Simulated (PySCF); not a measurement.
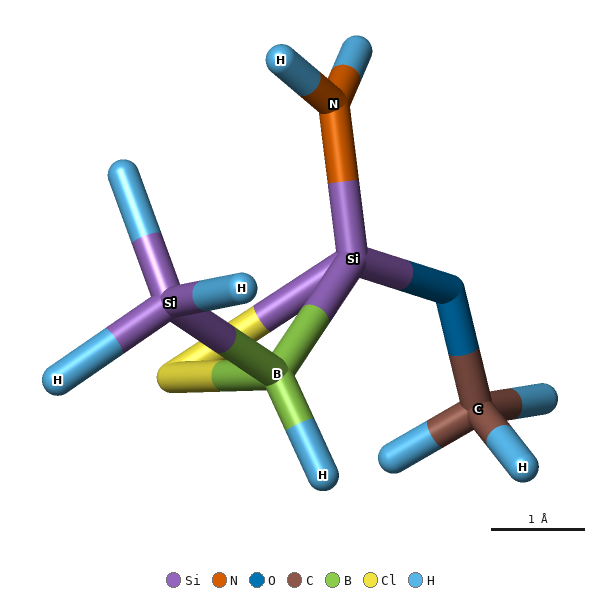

**Figure 1.** The structure (stick view, seen at a tilt).

## Run report: CH9BClNOSi2, NMR shielding calculation

CH9BClNOSi2, computed with GIAO PBE0/pcSseg-1 NMR shielding, non-relativistic, gas phase (PySCF 2.14.0).

The geometry comes from this level: PBE0-D3(BJ)/def2-SVP. Figures and captions count atoms from 1; the log counts them from 0 in places.

## Output
```
coarse grid: 14776 points
cycle   1  E = -1236.7804280767  dE =  5.208e-01  |g| = 6.973e-01  |ddm| = 3.571e+00
cycle   2  E = -1236.6751361291  dE =  1.053e-01  |g| = 1.039e+00  |ddm| = 1.371e+00
cycle   3  E = -1236.8726012414  dE = -1.975e-01  |g| = 1.245e-01  |ddm| = 9.162e-01
cycle   4  E = -1236.8757973212  dE = -3.196e-03  |g| = 4.188e-02  |ddm| = 1.643e-01
cycle   5  E = -1236.8761742583  dE = -3.769e-04  |g| = 1.067e-02  |ddm| = 4.248e-02
cycle   6  E = -1236.8761964517  dE = -2.219e-05  |g| = 4.089e-03  |ddm| = 1.278e-02
cycle   7  E = -1236.8762004043  dE = -3.953e-06  |g| = 5.403e-04  |ddm| = 4.860e-03
final grid: 128568 points
cycle   8  E = -1236.9210987377  dE = -2.280e-05  |g| = 1.080e-02  |ddm| = 2.210e-02
cycle   9  E = -1236.9210731659  dE =  2.557e-05  |g| = 1.598e-02  |ddm| = 1.815e-02
cycle  10  E = -1236.9211203776  dE = -4.721e-05  |g| = 1.618e-03  |ddm| = 1.155e-02
cycle  11  E = -1236.9211208977  dE = -5.202e-07  |g| = 2.498e-04  |ddm| = 1.534e-03
cycle  12  E = -1236.9211209101  dE = -1.232e-08  |g| = 6.264e-05  |ddm| = 2.397e-04
cycle  13  E = -1236.9211209107  dE = -6.230e-10  |g| = 3.100e-05  |ddm| = 8.695e-05
```

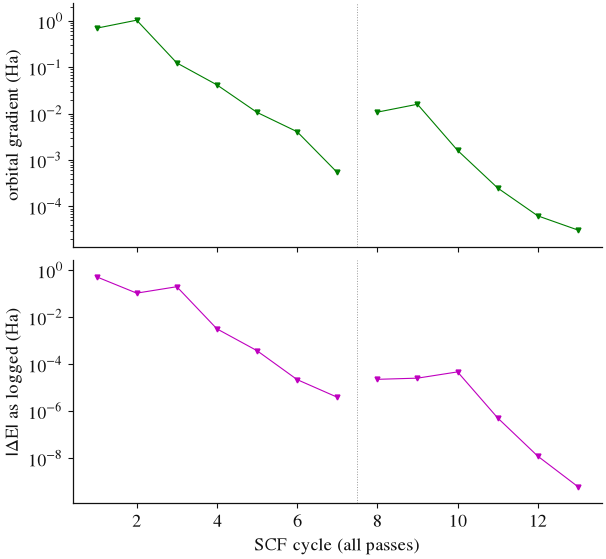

**Figure 2.** Convergence of the self-consistent field: orbital gradient and size of the energy change against the SCF cycle. The dotted line marks the change from a coarse to the final integration grid. The first 7 cycles use a coarse grid, the final grid takes over at cycle 8, and the field converges after 13 cycles in all.

```
converged SCF energy = -1236.9211209107

GIAO shielding tensors (ppm)
atom      isotropic    diamagn.    paramagn.     s11        s22        s33       span
  0 Si     315.538     882.525    -566.987    242.294    318.112    386.207    143.913
  1 N      228.418     320.506     -92.088    198.813    229.177    257.263     58.450
  2 O      299.453     398.431     -98.978    257.875    311.409    329.074     71.199
  3 C      131.269     243.375    -112.106    103.127    106.337    184.344     81.216
  4 B      119.300     202.106     -82.805     81.458    117.814    158.629     77.171
  5 Si     444.807     879.270    -434.463    423.529    433.222    477.669     54.140
  6 Cl    1026.595    1151.012    -124.416    935.250   1029.234   1115.302    180.051
  7 H       29.388      31.640      -2.252     21.432     27.033     39.700     18.268
  8 H       29.418      30.143      -0.725     22.232     25.970     40.052     17.820
  9 H       27.443      28.973      -1.530     23.598     25.018     33.713     10.116
 10 H       27.506      26.792       0.714     23.031     25.045     34.442     11.411
 11 H       27.304      29.351      -2.047     22.384     26.985     32.543     10.159
 12 H       27.638      30.669      -3.031     24.468     27.300     31.146      6.678
 13 H       27.447      28.075      -0.629     24.096     25.315     32.928      8.832
 14 H       27.749      27.992      -0.243     24.548     25.131     33.567      9.019
 15 H       28.045      28.686      -0.641     24.441     27.862     31.832      7.391
```

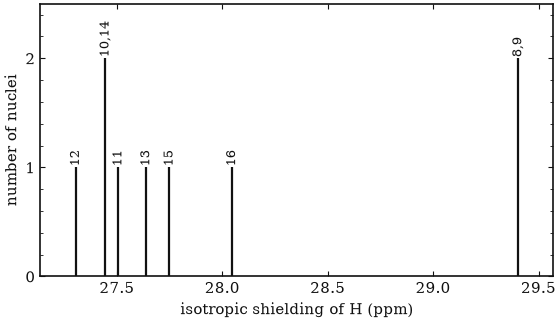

**Figure 3.** Isotropic shieldings of the hydrogen nuclei in this fixed geometry, labelled by atom number; shielding grows to the right, so chemical shift grows to the left. The least shielded is H12 (27.3 ppm), the most shielded H9 (29.4 ppm).

The run was set up as follows.

## Input file
```
{"job": {"kind": "nmr", "xc": "PBE0", "basis": "pcSseg-1"}, "charge": 0, "multiplicity": 1}
Si    -0.454193     0.059152     0.539635
N     -0.288067    -0.493739     2.120911
O     -2.043157     0.425819     0.368190
C     -2.685865     0.738740    -0.846035
B      0.953607     0.220822    -0.771779
Si     2.819555    -0.230174    -0.182675
Cl    -0.039651    -1.561675    -1.152947
H      0.614069    -0.745968     2.505364
H     -1.076584    -0.791533     2.682917
H     -2.274654     1.656944    -1.297609
H     -3.752798     0.899300    -0.637206
H     -2.583062    -0.083486    -1.572967
H      0.779936     0.952219    -1.717311
H      3.612450    -0.936178    -1.239445
H      3.578297     1.003764     0.210842
H      2.822090    -1.126606     1.026136
```

The first line tells a small driver script what to run in PySCF; the rest is the geometry in Å.

Launch command:
```bash
OMP_NUM_THREADS=1 python <driver script> task.json out
```

## Key numbers

```csv
quantity,value
outcome,converged
total energy,−1236.921121 hartree
HOMO,−7.43 eV
LUMO,−0.49 eV
dipole moment,3.35 D
"isotropic shielding, Si",315.5 to 444.8 ppm
"isotropic shielding, N",228.4 ppm
"isotropic shielding, O",299.5 ppm
"isotropic shielding, C",131.3 ppm
"isotropic shielding, B",119.3 ppm
hardware,"1 CPU thread, shared host"
wall time,26 s
peak memory,1 GiB
```
